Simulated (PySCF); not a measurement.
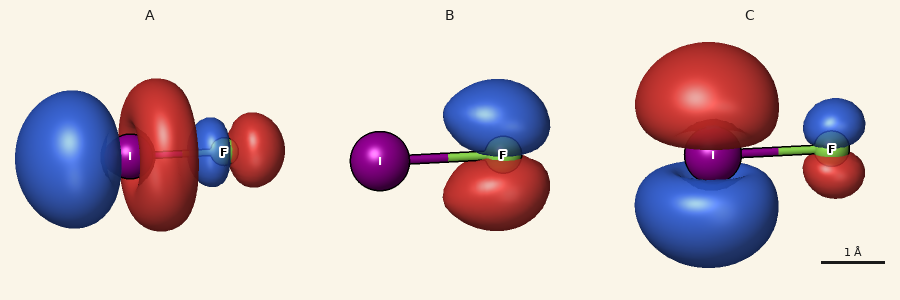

IF. Three frontier orbitals, each drawn at the value that holds 80 % of its norm (red and blue are the two phases), in no order; of a degenerate pair one member is drawn.

Core potentials replace the inner electrons of I.

These are results of PBE0/aug-cc-pVDZ(-PP), non-relativistic Hamiltonian with scalar-relativistic core potentials where named, at a bond length of 1.948 Å in PySCF, not measurements.

Q: Label each orbital by symmetry, say whether it is occupied, and order them by energy.

A: Orbital B: π, occupied, −12.40 eV; mainly on F (85 %).
Orbital C: π, occupied, −8.19 eV; mainly on I (90 %).
Orbital A: σ, empty, −3.85 eV; mainly on I (75 %).
